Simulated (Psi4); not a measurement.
# MP2/cc-pVTZ (Cholesky decomposition, density fitting for correlation, cholesky tolerance 0.001, sweep point 6) run of S2F2 (Thio-thionyl fluoride)

What is the vertical electron affinity of S2F2 (Thio-thionyl fluoride) at MP2/cc-pVTZ (Cholesky decomposition, density fitting for correlation, cholesky tolerance 0.001, sweep point 6)? 

The results are computed with Psi4 1.11.

4 further runs of the same task are left out: 2 that didn't finish, 2 set aside as unsound or not needed.

### Step 1. The structure to begin with

S2F2: 4 atoms, total charge 0, spin state singlet. As SMILES, `FS(F)=S`. The coordinates come from a PBE0-D4/def2-TZVP relaxation.

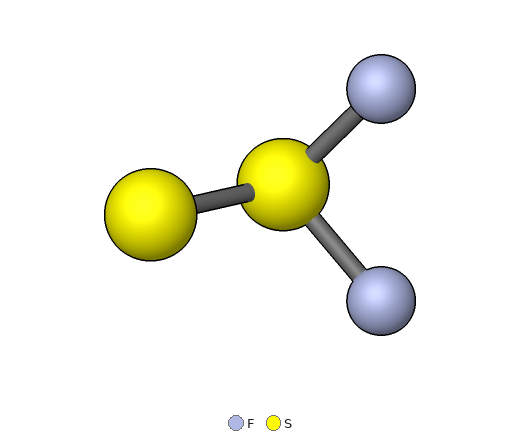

The structure, seen from a chosen angle (fluorine light blue, sulfur yellow).

### Step 2. The energy at MP2/cc-pVTZ (Cholesky decomposition, density fitting for correlation, cholesky tolerance 0.001, sweep point 6)

The input, f2s2.in:

```
memory 1600 mb

molecule m {
  F      1.38881642     0.63644086     2.26587611
  S     -0.90875040    -0.17020763     0.45491377
  F      0.59235355    -2.61243298    -0.54082072
  S     -1.07243847     2.14618086    -2.17996916
  units au
  symmetry c1
}

set globals {
  basis              cc-pVTZ
  puream             true
  scf_type           cd
  num_frozen_docc    12
  cholesky_tolerance 0.001
}

e_tot, wfn = energy("mp2", return_wfn=True)
```

Started as:

```console
psi4 -n 1 f2s2.in f2s2.out
```

f2s2.out:

```text
[...]
  Running in c1 symmetry.
[...]
  Nuclear repulsion =  240.671041810069113
[...]
  Multiplicity = 1
[...]
  Nalpha       = 25
  Nbeta        = 25
[...]
    Number of basis functions: 128
[...]
   @RHF iter   1:  -993.87472059260620   -9.59108e-02   3.95748e-03 ADIIS/DIIS
[...]
   @RHF iter  13:  -993.98513549424956   -7.50333e-12   3.52097e-09 DIIS
[...]
    Orbital Energies [Eh]
    ---------------------
    Doubly Occupied:
       1A    -92.220105     2A    -91.974344     3A    -26.357552
       4A    -26.357532     5A     -9.195877     6A     -8.978678
       7A     -6.876665     8A     -6.876131     9A     -6.873517
      10A     -6.659861    11A     -6.657421    12A     -6.656993
      13A     -1.692084    14A     -1.640157    15A     -1.136375
      16A     -0.911538    17A     -0.793843    18A     -0.773555
      19A     -0.745850    20A     -0.710505    21A     -0.675173
      22A     -0.648630    23A     -0.517535    24A     -0.420340
      25A     -0.396770
[...]
  @RHF Final Energy:  -993.98513549424956
   => Energetics <=
    Nuclear Repulsion Energy =            240.6710418100691129
    One-Electron Energy =               -1855.8182946024535340
    Two-Electron Energy =                 621.1621172981349446
    Total Energy =                       -993.9851354942495618
[...]
 Multipole Moments:
 ------------------------------------------------------------------------------------
     Multipole            Electronic (a.u.)      Nuclear  (a.u.)        Total (a.u.)
 ------------------------------------------------------------------------------------
 L = 1.  Multiply by 2.5417464519 to convert [e a0] to [Debye]
 Dipole X            :          0.8031485           -1.2613671           -0.4582187
 Dipole Y            :         -1.3639892            1.2580585           -0.1059307
 Dipole Z            :          1.3504809           -1.0982994            0.2521815
 Magnitude           :                                                    0.5336489
[...]
```

It took 29 s on 1 thread of Intel Xeon at 2.70GHz, shared host; peak memory 0.5 GiB.

### Step 3. The doublet anion at the same level

The input, calc.in:

```
memory 1600 MB

molecule mol {
  -1 2
  F      1.38881642     0.63644086     2.26587611
  S     -0.90875040    -0.17020763     0.45491377
  F      0.59235355    -2.61243298    -0.54082072
  S     -1.07243847     2.14618086    -2.17996916
  units bohr
  symmetry c1
}

set reference uhf
set puream true
set scf_type cd
set num_frozen_docc 12
set cholesky_tolerance 0.001
set maxiter 100

e_tot = energy('mp2/cc-pVTZ')
```

Started as:

```console
psi4 -n 1 calc.in calc.out
```

calc.out:

```text
[...]
  Running in c1 symmetry.
[...]
  Nuclear repulsion =  240.671041810069113
[...]
  Multiplicity = 2
[...]
  Nalpha       = 26
  Nbeta        = 25
[...]
    Number of basis functions: 128
[...]
   @UHF iter   1:  -993.87095851214053   -9.21487e-02   3.63439e-03 ADIIS/DIIS
[...]
   @UHF iter  17:  -993.96401831516482   -6.36646e-12   6.86914e-09 DIIS
[...]
   @S^2 Observed:                7.701443849E-01
[...]
    Orbital Energies [Eh]
    ---------------------
    Alpha Occupied:
       1A    -91.894348     2A    -91.706939     3A    -26.093918
       4A    -26.093783     5A     -8.878253     6A     -8.713123
       7A     -6.569676     8A     -6.557396     9A     -6.554468
      10A     -6.394418    11A     -6.394135    12A     -6.392156
      13A     -1.446975    14A     -1.398428    15A     -0.883012
      16A     -0.662432    17A     -0.578197    18A     -0.526883
      19A     -0.499410    20A     -0.462580    21A     -0.427260
      22A     -0.424232    23A     -0.259045    24A     -0.213948
      25A     -0.151832    26A     -0.018375
    Alpha Virtual:
[...]
  @UHF Final Energy:  -993.96401831516482
   => Energetics <=
    Nuclear Repulsion Energy =            240.6710418100691129
    One-Electron Energy =               -1869.2861112583896102
    Two-Electron Energy =                 634.6510511331557609
    Total Energy =                       -993.9640183151648216
  UHF NO Occupations:
  HONO-2 :   24  A 1.9974026
  HONO-1 :   25  A 1.9942936
[...]
 Multipole Moments:
 ------------------------------------------------------------------------------------
     Multipole            Electronic (a.u.)      Nuclear  (a.u.)        Total (a.u.)
 ------------------------------------------------------------------------------------
 L = 1.  Multiply by 2.5417464519 to convert [e a0] to [Debye]
 Dipole X            :          1.3662009           -1.2613671            0.1048337
 Dipole Y            :         -1.7747614            1.2580585           -0.5167029
 Dipole Z            :          1.6667666           -1.0982994            0.5684672
 Magnitude           :                                                    0.7753238
[...]
```

It took 25 s on 1 thread of Intel Xeon at 2.70GHz, shared host; peak memory 0.5 GiB.

### Step 4. Results

At MP2/cc-pVTZ (Cholesky decomposition, density fitting for correlation, cholesky tolerance 0.001, sweep point 6), 12 core orbitals frozen:

```
                                                                 quantity          value
                                               singlet S2F2: total energy  -994.85061 Eh
                        singlet S2F2: HOMO energy (Hartree–Fock orbitals)      -10.80 eV
                        singlet S2F2: LUMO energy (Hartree–Fock orbitals)        1.69 eV
                      singlet S2F2: HOMO–LUMO gap (Hartree–Fock orbitals)       12.49 eV
               singlet S2F2: correlation energy (12 core orbitals frozen)     -865.5 mEh
                                              doublet anion: total energy  -994.83013 Eh
doublet anion: HOMO energy (Hartree–Fock orbitals) (highest over α and β)       -0.50 eV
 doublet anion: LUMO energy (Hartree–Fock orbitals) (lowest over α and β)        9.91 eV
              doublet anion: correlation energy (12 core orbitals frozen)     -866.1 mEh
                         doublet anion: ⟨S²⟩ of the reference determinant          0.770
                        vertical electron affinity (to the doublet anion)      -0.557 eV
```

In words: The anion lies 0.56 eV (12.9 kcal/mol) above the neutral: the electron isn't bound at this level, and such a value depends on the basis. Without diffuse functions anions come out too high.
